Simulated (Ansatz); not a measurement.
# RbYbF3 (Pm-3m): from the cell to its phonons, part 3 of 3

How does RbYbF3 (Pm-3m) vibrate, and is this structure a minimum?

Ansatz 0.2.0; DFT PBEsol+U, scalar-relativistic, plane waves, PAW.

So far. Step 3 (Relaxing to small forces for the phonons): The forces vanish by symmetry and the pressure is 0.002 GPa, within the tolerances set. The cell now holds 18.74 Å³/atom. Step 4 (Linear response at the zone centre): Before it was imposed, the acoustic sum rule was missed by 9.5e-4 eV/Å² and the charge sum rule by 6.3e-4 e. Small misses are needed for a sound result but don't prove that mesh and cutoff are converged. The relaxed cell has a = 4.542 Å (conventional setting).

## 5. Response at finite wavevector

Stability and thermal properties need the whole zone. Linear response on a 4×4×4 q mesh gives force constants as far as a supercell of that size would, and the tensors from the zone-centre run are typed in so that the long-range dipole term is interpolated apart.

input.yaml reads:

```yaml
crystal:
  lattice:
    - [4.5416503417, 0.0, 0.0]
    - [0.0, 4.5416503417, 0.0]
    - [0.0, 0.0, 4.5416503417]
  atoms:
    - { symbol: Rb, position: [0.0, 0.0, 0.0] }
    - { symbol: Yb, position: [0.5, 0.5, 0.5] }
    - { symbol: F, position: [0.0, 0.5, 0.5] }
    - { symbol: F, position: [0.5, 0.0, 0.5] }
    - { symbol: F, position: [0.5, 0.5, 0.0] }
kpoints:
  mp_grid: { grid: [8, 8, 8] }
hamiltonian:
  xc: pbesol
  hubbard: { sites: [{ species: Yb, l: f, u_eff: 6.0 }] }
scf:
  occupations: { method: fixed }
  convergence: { dr2_threshold: 1.0e-10 }
output:
  eigenvalues: true
phonons:
  method: dfpt
  qmesh: [4, 4, 4]
  temperatures: { t_max: 1000, t_step: 50 }
  qpath:
    path:
      - [[0.0, 0.0, 0.0], [0.0, 0.5, 0.0], [0.5, 0.5, 0.0], [0.0, 0.0, 0.0], [0.5, 0.5, 0.5], [0.0, 0.5, 0.0]]
      - [[0.5, 0.5, 0.5], [0.5, 0.5, 0.0]]
    npoints: 10
  non_analytic_term:
    high_frequency_dielectric_tensor: [[2.3275, 0.0, 0.0], [0.0, 2.3275, 0.0], [0.0, 0.0, 2.3275]]
    born_effective_charges:
      - { species: Rb, tensor: [[1.2475, 0.0, 0.0], [0.0, 1.2475, 0.0], [0.0, 0.0, 1.2475]] }
      - { species: Yb, tensor: [[2.4086, 0.0, 0.0], [0.0, 2.4086, 0.0], [0.0, 0.0, 2.4086]] }
      - { species: F, tensor: [[-1.8694, 0.0, 0.0], [0.0, -0.8934, 0.0], [0.0, 0.0, -0.8934]] }
      - { species: F, tensor: [[-0.8934, 0.0, 0.0], [0.0, -1.8694, 0.0], [0.0, 0.0, -0.8934]] }
      - { species: F, tensor: [[-0.8934, 0.0, 0.0], [0.0, -0.8934, 0.0], [0.0, 0.0, -1.8694]] }
    source: "zone-centre run at this cell"
```

On the command line:

```
ansatz run input.yaml --threads 8 --pin off --max-ram 14336MiB --backend cpu --events-out ev --progress --plain --runs-dir out
```

Numbers of over 12 decimals in the logs are rounded to 6 here.

Output:

```text
[...]
Crystal: 5 atoms, lattice volume = 93.679 Å³
Basis set: ecut = 420 eV, 1839 PW (Γ), exchange–correlation on 64×64×64 points (8 copies of the dense FFT grid, shifted against one another)
Bands: 33, of which v1, the nominal top of the filled ones, is band 27 counted from 1 (26 counted from 0)
Symmetry: 48 space group operations
k-points: 35 of 512
[...]
SCF iter   1: F=—  HF=-19305.386544 eV  |F-HF|=—  |Δ(HF+E_count)|=         —  Δρ=9.74e-2  dr2=8.20e0  ethr=3.10e-3  ⟨swp⟩=5.7  Hψ=4609  notcnv=0  defer=106
[...]
SCF iter  13: F=-19302.674283 eV  HF=-19302.674283 eV  |F-HF|=5.82e-11  |Δ(HF+E_count)|=  2.33e-10  Δρ=1.69e-7  dr2=2.71e-11  ethr=1.00e-12  ⟨swp⟩=16.9  Hψ=9922  notcnv=0
SCF 1 converged in 13 iterations: F = -19302.674283 eV  dr2 = 2.71e-11
[...]
SCF converged after 13 iterations
Free energy (F): -19302.674283 eV
[...]
Internal energy: -19302.674283 eV  (E = F + TS)
E sigma→0 (E₀):  -19302.674283 eV
Fermi energy:    7.989222 eV
[...]
--- Band table (eV; the first three rows and the last of 35) ---
  k-point 0: bands = [... 23 lower, 7.8272, 7.9892, 7.9892, 7.9892, 9.0323, 11.8364, 11.8364, 12.3379, ... 2 higher]
  k-point 1: bands = [... 23 lower, 7.8266, 7.9609, 7.9821, 7.9821, 9.2611, 11.9525, 11.9693, 12.4156, ... 2 higher]
  k-point 2: bands = [... 23 lower, 7.8253, 7.9080, 7.9688, 7.9688, 9.8641, 12.2412, 12.2549, 12.6335, ... 2 higher]
  k-point 34: bands = [... 23 lower, 7.7228, 7.7820, 7.7820, 7.7820, 12.5727, 12.5727, 12.5727, 13.9373, ... 2 higher]
Occupation matrices written to <dir>
[...]
ASR residual: 9.550e-4 → 0.000e0 eV/Å²; symmetrization residual: 5.990e-8 eV/Å²
  ASR residual per site (eV/Å²): 2.91e-5 7.29e-4 9.55e-4 9.55e-4 9.55e-4
[...]
--- Phonons (arbitrary-q DFPT): 10 irreducible q on the 4×4×4 mesh ---
  q = [0.0000, 0.0000, 0.0000] (star 1, of the zone-centre solve; hermiticity 1.42e-8, symmetrization 4.26e-12): -21.11 -21.11 -21.11 0.00 0.00 0.00 33.16 33.16 33.16 104.79 104.79 104.79 361.69 361.69 361.69
  q = [0.0000, 0.0000, 0.2500] (star 6, 9 solved perturbations in 880 linear systems a pass and spin channel, the states on 120 of 512 k-point pairs; hermiticity 2.02e-8, symmetrization 1.79e-12): 3.63 3.63 17.36 17.36 48.23 61.90 61.90 63.50 91.13 102.52 102.52 179.45 361.11 361.11 434.42
[...]
sum rule: each row above includes the acoustic sum rule's correction from the zone centre's row sums; it moved no ω² by more than (3.70 cm⁻¹)²
  mesh force constants: q→R imaginary residual 8.18e-19; ASR residual 9.550e-4 → 0.000e0 eV/Å²; symmetrization residual 1.243e-14 eV/Å²
  interpolated dispersion: 63 rows × 15 modes
  density of states and harmonic sums: on the 16×16×16 q-mesh, interpolated from the force constants of a 4×4×4 supercell (with the dipole–dipole term of supplied tensors)
  largest difference from the sums on the solved wave vectors: F 1.63e-3 eV, S 7.95e-6 and C_V 4.02e-6 eV/K
  zero-point energy: 0.129335 eV/cell   skipped modes (ω ≤ 0): 364, of them read as no rigid motion or as one in doubt: 361 (2.203e0 modes/cell left out, lowest -81.10 cm⁻¹)   left out of the sums: 1.47e-1 of the cell's modes: C_V's classical limit lies that fraction below 3 k_B per atom; for a crystal, a wire or a layer, F and S can be off by more, and a phonons.interpolated_qmesh denser along its periods is the remedy for the sampling
```

The job ended after 8.4 min (8 threads of Intel Xeon Platinum 8488C (Sapphire Rapids), shared host; peak memory 5.9 GiB).

Numbers from this step:

```yaml
sum_rule_residual_before_enforcement: 9.55e-4 eV/Å²
lowest_frequency_on_the_path: -81.10 cm⁻¹
highest_frequency_on_the_path_or_at_a_solved_wavevector: 478.3 cm⁻¹
lowest_mode_on_the_q_mesh_acoustic_modes_at_gamma_apart: -81.1 cm⁻¹
```

Frequencies (cm⁻¹) solved at each irreducible wavevector; negative means imaginary. Frequencies by wavevector, by row:

```
q in reciprocal lattice units  star  mode 1  mode 2  mode 3  mode 4  mode 13  mode 14  mode 15
                        0 0 0     1   -21.1   -21.1   -21.1       0    361.7    361.7    361.7
                     0 0 0.25     6     3.6     3.6    17.4    17.4    361.1    361.1    434.4
                     0 0 -0.5     3    19.2    19.2    22.6    22.6    360.5    360.5    443.4
                  0 0.25 0.25    12   -43.6   -21.6    20.9    40.9    360.5    376.6    444.1
                  0 0.25 -0.5    12   -55.6    -5.7    22.8    28.8    359.9    380.9    453.7
                  0 -0.5 -0.5     3   -79.3   -29.2   -29.2    33.9    359.2      391    464.3
               0.25 0.25 0.25     8   -51.8   -32.2   -32.2      30    376.3    376.3    453.1
               0.25 0.25 -0.5    12   -62.2   -45.9   -33.1    25.3      376    383.2    462.2
               0.25 -0.5 -0.5     6   -80.2   -55.2   -55.2    32.1    378.6    390.8    471.1
               -0.5 -0.5 -0.5     1   -81.1   -81.1   -81.1    28.1    390.7    390.7    478.3
```

Interpolated from a 4×4×4 q mesh, with the LO-TO term (at Γ the limit along the path; where Γ stands inside the path, tables give the limit on arrival). The phonon branches at the labelled points (cm⁻¹):

```
    point  branch 1  branch 2  branch 3  branch 4  branch 12  branch 13  branch 14  branch 15
        Γ       -21       -21         0         0        169        362        362        424
        X        19        19        23        23        192        360        360        443
        M       -79       -29       -29        34        191        359        391        464
        Γ       -21       -21         0         0        169        362        362        424
        R       -81       -81       -81        28        173        391        391        478
        X        19        19        23        23        192        360        360        443
jump to R       -81       -81       -81        28        173        391        391        478
        M       -79       -29       -29        34        191        359        391        464
```

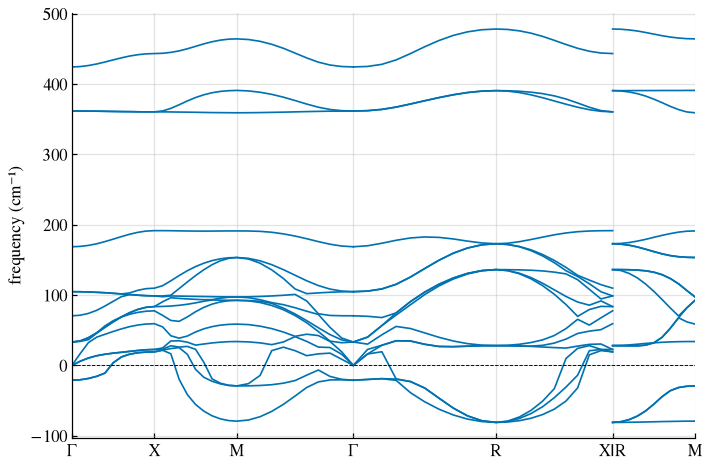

Phonon branches along the path.

The phonon density of states has structure finer than the step of the table below, so its rows give means over 25 cm⁻¹, whole bins alone (the curve runs from -82.5 to 478 cm⁻¹). Peaks (cm⁻¹: height): -27.5: 0.0481, 27.5: 0.151, 47.5: 0.0719, 77.5: 0.0750, 107.5: 0.0730, 187.5: 0.0886, 362.5: 0.116.

Tetrahedra on a 16×16×16 mesh, mean over bins of 5 cm-1. Interpolated from a 4×4×4 q mesh. Phonon density of states against wavenumber; means over each step:

```
wavenumber (cm⁻¹)  phonon density of states (1/cm⁻¹/cell)
              -50                                  0.0243
              -25                                  0.0374
                0                                  0.0175
               25                                  0.0773
               50                                  0.0560
               75                                  0.0521
              100                                  0.0594
              125                                  0.0607
              150                                  0.0329
              175                                  0.0301
              200                                  0.0139
              225                                       0
              250                                       0
              275                                       0
              300                                       0
              325                                       0
              350                                  0.0126
              375                                  0.0598
              400                                 0.00756
              425                                 0.00418
              450                                  0.0264
```

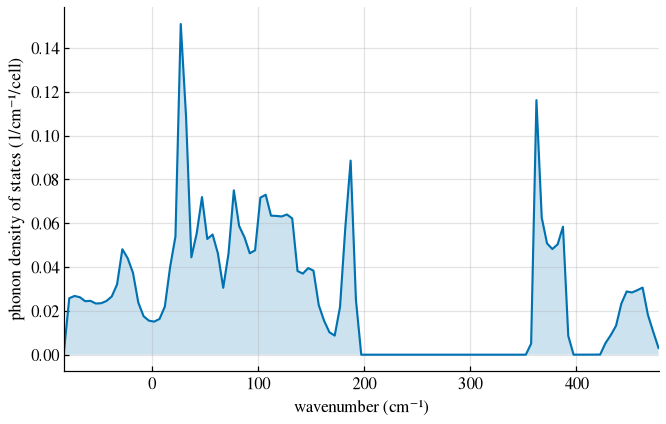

Phonon density of states against wavenumber.

The partial phonon density of states has structure finer than the step of the table below, so its rows give means over 50 cm⁻¹, whole bins alone (the curve runs from -90.4 to 502 cm⁻¹). Peaks (cm⁻¹: height): F -49.4: 0.0271, -27.1: 0.0260, 28.8: 0.0285, 110.8: 0.0357, 185.3: 0.0532, 364.2: 0.0696, 457.4: 0.0283; Rb -23.3: 0.0264, 28.8: 0.0777; Yb 81.0: 0.0272, 129.4: 0.0348, 189.1: 0.00949.

Phonopy on the run's constants, 13x13x13 mesh, Gaussian sigma 4.2 cm-1. Interpolated from a 4×4×4 q mesh. Table of partial phonon density of states by wavenumber; means over each step; values in 1/cm⁻¹/cell:

```
wavenumber (cm⁻¹)       F       Rb       Yb
              -50  0.0228  0.00510   1.2e-4
                0  0.0106   0.0188  0.00164
               50  0.0231   0.0285   0.0130
              100  0.0290  0.00419   0.0267
              150  0.0179  0.00287   0.0139
              200  0.0155   4.2e-4  0.00273
              250       0        0        0
              300       0        0        0
              350  0.0220        0  0.00121
              400  0.0167   1.3e-6   3.1e-4
              450  0.0187   4.5e-5   3.9e-4
```

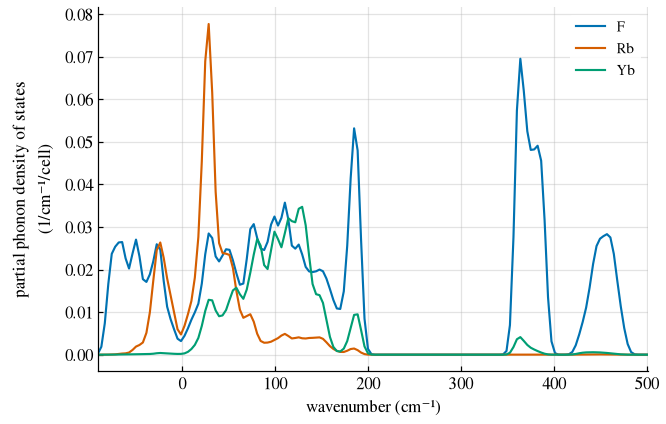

Partial phonon density of states, plotted against wavenumber.

Symmetry leaves 10 wavevectors to solve. The lowest mode among them, the acoustic zeros apart, lies at q = (-0.5, -0.5, -0.5) and is imaginary, 81.1i cm⁻¹, so the energy falls along it.

## 6. Results

```json
{
 "space group after relaxation (within 0.01 Å)": "Pm-3m",
 "volume per atom": "18.7 Å³",
 "gap on the k-mesh": "1.04 eV",
 "highest optical mode at the zone centre (no LO-TO term)": "362 cm⁻¹",
 "top of the zone-centre spectrum with the field": "424 cm⁻¹",
 "lowest optical zone-centre mode": "-21.1 cm⁻¹",
 "mean high-frequency dielectric constant": "2.33",
 "largest Born charge (third of the trace)": "2.41 e",
 "lowest mode on the q mesh (acoustic modes at Γ apart)": "-81.1 cm⁻¹",
 "highest frequency on the path or at a solved wavevector": "478 cm⁻¹",
 "imaginary modes on the 4×4×4 q mesh": "yes"
}
```

Modes are clearly imaginary (beyond 10i cm⁻¹) at 8 of the 10 irreducible wavevectors, most at q = (-0.5, -0.5, -0.5) (81.1i cm⁻¹), so this structure is not a minimum of the energy. Without the field, the optical modes at Γ span -21 to 362 cm⁻¹ (negative means imaginary). The highest mode in this list at Γ, 361.7 cm⁻¹, is mostly motion of F (94 % of the kinetic energy). With the macroscopic field of the longitudinal modes the top of the zone-centre spectrum lies at 424 cm⁻¹, against 362 cm⁻¹ without it. Among the real modes, the strongest infrared line is at 362 cm⁻¹. Spin-orbit coupling is left out, which can matter for the heavy elements here. These are harmonic frequencies at zero temperature: anharmonic shifts, linewidths and thermal expansion are left out.

[Logs are printed without paths, hosts, clocks, repeated set-up lines and the standing remarks that a program may print on its own settings, such as how far it seeks lower states.]

[Hosts, paths, dates, database ids (printed as entryN), source tags and the programs' standing remarks are cut or masked in the printed files.]
